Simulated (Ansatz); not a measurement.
```tsv
atom	x (Å)	y (Å)	z (Å)
Ta	-0.0912	0.1228	-0.0236
O	1.8796	0.2401	-0.1485
H	2.3381	0.1590	0.6996
O	0.1866	-0.4381	1.7609
H	-0.0621	-1.1301	2.3832
Cl	-0.0739	0.0963	-2.3549
Cl	-0.9468	2.1946	0.3551
Cl	-1.8369	-1.4196	-0.0889
F	1.4801	-2.4980	-0.6687
H	2.0416	-1.8136	-0.9363
```

Core potentials replace the inner electrons of Ta; not at a stationary point (largest force 1.3 eV/Å).

Method: RKS PBE0-D4/def2-SVP in Ansatz.

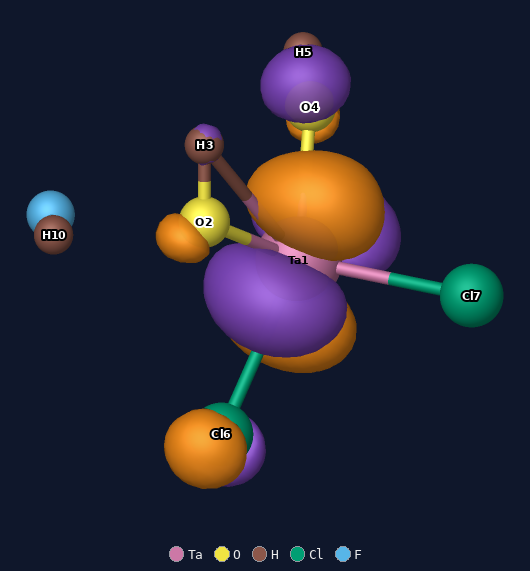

Cl3H2O2Ta···HF. The LUMO at ±0.15 Å⁻³ᐟ² (orange and purple are the two phases), seen at an oblique angle.

Question: Where does this orbital lie, and at what energy?

Answer: It lies mainly on Ta1 (about 65 %), Cl6 (about 10 %), O4 (about 10 %) and Cl8 (about 5 %). Its energy is −2.80 eV.
